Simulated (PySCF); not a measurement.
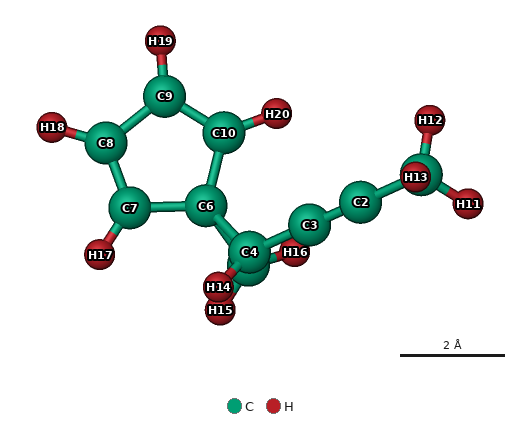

**Figure 1.** The structure (ball-and-stick view, seen at a tilt; atoms are numbered from 1 in the order of the input). Bond lengths as drawn: C–C 1.21 to 1.55 Å and C–H 1.09 to 1.10 Å.

## C$_{10}$H$_{10}$: a changed input and its effect

System: C$_{10}$H$_{10}$.
Method of the first run: GIAO PBE0/pcSseg-1 NMR shielding, non-relativistic, gas phase (PySCF 2.14.0).

The geometry comes from this level: PBE0-D3(BJ)/def2-SVP. Text and figures count atoms from 1; the logs count them from 0 in places.

### Input, the first run
```
{"job": {"kind": "nmr", "xc": "PBE0", "basis": "pcSseg-1"}, "charge": 0, "multiplicity": 1}
C      3.736227     0.926436    -0.687396
C      2.491831     0.462927    -0.096785
C      1.449175     0.083245     0.393597
C      0.219380    -0.370945     0.982166
C     -0.410063    -1.654960     0.565951
C     -1.085091    -0.363775     0.152723
C     -2.355959     0.089141     0.752601
C     -3.057185     0.750271    -0.197440
C     -2.284809     0.764920    -1.439124
C     -1.116121     0.111314    -1.243896
H      4.506925     0.139564    -0.674116
H      3.587334     1.232416    -1.734990
H      4.134296     1.795630    -0.140741
H      0.073387    -0.075071     2.026178
H     -0.912582    -2.253267     1.328877
H      0.082091    -2.223932    -0.225253
H     -2.650314    -0.100969     1.785367
H     -4.040210     1.205838    -0.069171
H     -2.608532     1.236920    -2.367898
H     -0.308418    -0.042436    -1.958617
```

The first line tells a small driver script what to run in PySCF; the rest is the geometry in Å.

Launched with:
```bash
OMP_NUM_THREADS=1 python <driver script> task.json out
```

Hardware: 1 CPU thread, shared host.

### Output (the first run)
```
coarse grid: 17064 points
cycle   1  E = -386.3234780650  dE =  1.677e+00  |g| = 4.462e-01  |ddm| = 4.551e+00
cycle   2  E = -386.3280419306  dE = -4.564e-03  |g| = 4.431e-01  |ddm| = 1.149e+00
cycle   3  E = -386.3785553731  dE = -5.051e-02  |g| = 7.800e-02  |ddm| = 5.641e-01
cycle   4  E = -386.3795052958  dE = -9.499e-04  |g| = 4.904e-02  |ddm| = 1.239e-01
cycle   5  E = -386.3800625594  dE = -5.573e-04  |g| = 1.865e-02  |ddm| = 5.951e-02
cycle   6  E = -386.3801435524  dE = -8.099e-05  |g| = 4.518e-03  |ddm| = 1.881e-02
cycle   7  E = -386.3801476629  dE = -4.111e-06  |g| = 1.910e-03  |ddm| = 4.744e-03
final grid: 165800 points
cycle   8  E = -386.4418799014  dE = -4.063e-05  |g| = 8.887e-03  |ddm| = 6.289e-02
cycle   9  E = -386.4418675048  dE =  1.240e-05  |g| = 1.149e-02  |ddm| = 2.196e-02
cycle  10  E = -386.4418995699  dE = -3.207e-05  |g| = 2.422e-03  |ddm| = 1.238e-02
cycle  11  E = -386.4419010128  dE = -1.443e-06  |g| = 3.958e-04  |ddm| = 2.288e-03
cycle  12  E = -386.4419010385  dE = -2.568e-08  |g| = 2.264e-04  |ddm| = 5.539e-04
cycle  13  E = -386.4419010503  dE = -1.177e-08  |g| = 6.755e-05  |ddm| = 2.265e-04
cycle  14  E = -386.4419010514  dE = -1.135e-09  |g| = 1.523e-05  |ddm| = 8.318e-05
cycle  15  E = -386.4419010515  dE = -6.094e-11  |g| = 2.963e-06  |ddm| = 2.140e-05
converged SCF energy = -386.4419010515

GIAO shielding tensors (ppm)
atom      isotropic    diamagn.    paramagn.     s11        s22        s33       span
  0 C      179.637     252.863     -73.227    171.174    171.891    195.844     24.670
  1 C      103.629     268.130    -164.501     17.584     26.512    266.791    249.207
  2 C       98.813     252.619    -153.806      6.602     14.381    275.458    268.856
  3 C      166.428     253.465     -87.037    147.561    162.826    188.897     41.336
  4 C      160.880     253.105     -92.225    145.513    163.213    173.913     28.400
  5 C      137.930     254.236    -116.306     93.939    134.593    185.257     91.318
  6 C       38.548     250.237    -211.689    -69.887     48.817    136.714    206.600
  7 C       46.277     256.301    -210.024    -57.564     51.351    145.044    202.608
  8 C       46.274     255.627    -209.354    -57.216     50.918    145.120    202.336
  9 C       37.701     248.815    -211.114    -71.335     41.042    143.396    214.732
 10 H       29.405      26.763       2.642     24.143     27.546     36.526     12.384
 11 H       29.437      30.496      -1.059     23.990     28.116     36.204     12.214
 12 H       29.383      27.218       2.164     24.287     27.413     36.448     12.161
 13 H       28.964      31.236      -2.272     21.102     28.188     37.600     16.498
 14 H       29.624      31.747      -2.123     23.797     26.553     38.521     14.724
 15 H       29.567      31.625      -2.058     24.554     27.430     36.718     12.164
 16 H       25.191      31.222      -6.030     23.310     23.777     28.486      5.176
 17 H       24.696      30.087      -5.391     23.072     23.346     27.669      4.598
 18 H       24.646      31.291      -6.645     22.825     23.291     27.821      4.997
 19 H       24.671      32.162      -7.491     22.254     23.598     28.162      5.908
```

For the second run the input was changed thus:
```diff
-"xc": "PBE0"
+"xc": "wB97X-D"
+"pop": false
```

Predict how the results change.

The total energies belong to different methods, so their difference says nothing on which is more stable or more accurate. The HOMO goes from −6.21 to −8.04 eV. The LUMO goes from −0.78 to 0.95 eV. The dipole moment goes from 1.05 to 1.01 D. Of all shieldings, the largest change is that of C4, by +1.8 ppm. The functional changes from PBE0 to wB97X-D. The SCF takes 14 iterations against 15.

### Output (the second run)
```
coarse grid: 17064 points
cycle   1  E = -386.6585446797  dE =  2.129e+00  |g| = 3.730e-01  |ddm| = 4.566e+00
cycle   2  E = -386.6870162084  dE = -2.847e-02  |g| = 2.548e-01  |ddm| = 7.926e-01
cycle   3  E = -386.7018420455  dE = -1.483e-02  |g| = 6.307e-02  |ddm| = 2.937e-01
cycle   4  E = -386.7026530312  dE = -8.110e-04  |g| = 3.831e-02  |ddm| = 9.879e-02
cycle   5  E = -386.7030131484  dE = -3.601e-04  |g| = 9.174e-03  |ddm| = 3.986e-02
cycle   6  E = -386.7030348930  dE = -2.174e-05  |g| = 2.626e-03  |ddm| = 1.063e-02
cycle   7  E = -386.7030379744  dE = -3.081e-06  |g| = 1.150e-03  |ddm| = 4.547e-03
final grid: 165800 points
cycle   8  E = -386.7690162453  dE = -2.827e-04  |g| = 4.976e-03  |ddm| = 1.087e-01
cycle   9  E = -386.7690197727  dE = -3.527e-06  |g| = 3.719e-03  |ddm| = 1.383e-02
cycle  10  E = -386.7690227866  dE = -3.014e-06  |g| = 1.117e-03  |ddm| = 4.288e-03
cycle  11  E = -386.7690230853  dE = -2.988e-07  |g| = 3.952e-04  |ddm| = 1.580e-03
cycle  12  E = -386.7690231229  dE = -3.751e-08  |g| = 1.099e-04  |ddm| = 4.680e-04
cycle  13  E = -386.7690231256  dE = -2.746e-09  |g| = 4.550e-05  |ddm| = 1.519e-04
cycle  14  E = -386.7690231261  dE = -5.384e-10  |g| = 1.273e-05  |ddm| = 6.626e-05
converged SCF energy = -386.7690231261

GIAO shielding tensors (ppm)
atom      isotropic    diamagn.    paramagn.     s11        s22        s33       span
  0 C      179.953     251.524     -71.571    172.249    172.876    194.734     22.485
  1 C      103.707     269.601    -165.894     16.231     25.393    269.498    253.266
  2 C       98.846     254.589    -155.744      6.089     13.555    276.892    270.803
  3 C      168.277     254.544     -86.267    149.744    164.051    191.036     41.292
  4 C      161.608     253.473     -91.865    145.582    163.792    175.450     29.868
  5 C      139.647     254.376    -114.729     96.590    134.082    188.268     91.678
  6 C       37.428     251.391    -213.963    -74.180     48.919    137.545    211.725
  7 C       45.450     257.119    -211.669    -61.467     52.219    145.599    207.065
  8 C       45.520     256.321    -210.802    -61.086     51.944    145.702    206.788
  9 C       36.576     249.761    -213.186    -75.479     41.401    143.804    219.283
 10 H       29.589      26.620       2.969     24.350     27.738     36.678     12.328
 11 H       29.617      30.367      -0.749     24.179     28.312     36.361     12.182
 12 H       29.565      27.071       2.494     24.480     27.604     36.611     12.132
 13 H       29.259      31.361      -2.102     21.424     28.412     37.941     16.517
 14 H       29.812      31.870      -2.058     23.988     26.698     38.751     14.762
 15 H       29.747      31.907      -2.160     24.725     27.543     36.972     12.247
 16 H       25.290      31.206      -5.916     23.408     23.898     28.565      5.158
 17 H       24.815      30.035      -5.220     23.139     23.467     27.838      4.700
 18 H       24.767      31.343      -6.576     22.891     23.407     28.003      5.112
 19 H       24.773      32.498      -7.725     22.386     23.668     28.265      5.879
```

### The two runs side by side

| quantity | the first run | the second run |
| --- | --- | --- |
| outcome | converged | converged |
| total energy (hartree) | −386.441901 | −386.769023 |
| HOMO (eV) | −6.21 | −8.04 |
| LUMO (eV) | −0.78 | 0.95 |
| dipole moment (D) | 1.05 | 1.01 |
| shielding of C4 (ppm) | 166.4 | 168.3 |
| shielding of C5 (ppm) | 160.9 | 161.6 |
| shielding of C6 (ppm) | 137.9 | 139.6 |
| shielding of C7 (ppm) | 38.5 | 37.4 |
| shielding of C8 (ppm) | 46.3 | 45.5 |
| shielding of C9 (ppm) | 46.3 | 45.5 |
| shielding of C10 (ppm) | 37.7 | 36.6 |
| SCF iterations | 15 | 14 |
| basis functions | 220 | 220 |
| wall time (shared host) | 90 s | 87 s |
